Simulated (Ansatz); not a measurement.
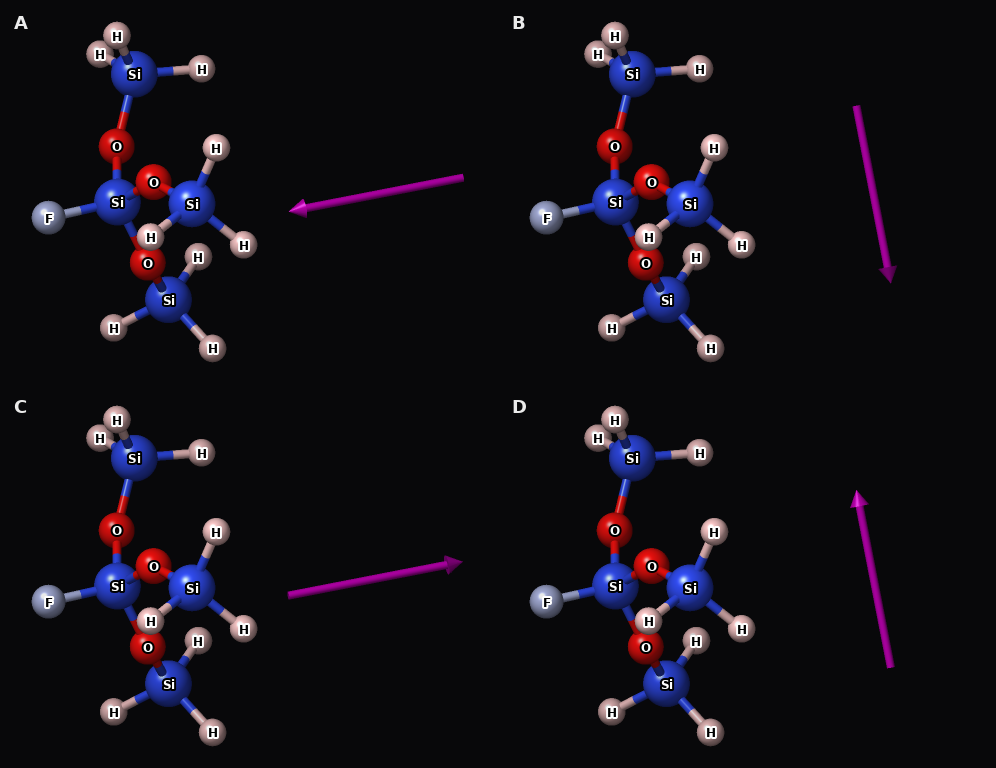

The same molecule four times, each with an arrow. The geometry was computed by an optimisation with PBE0-D4/def2-TZVP. Method: RKS PBE0-D4/def2-TZVP (Ansatz 0.2.0).

Which arrow points along the dipole moment, from the negative to the positive end?

C. The dipole moment is 1.45 D.
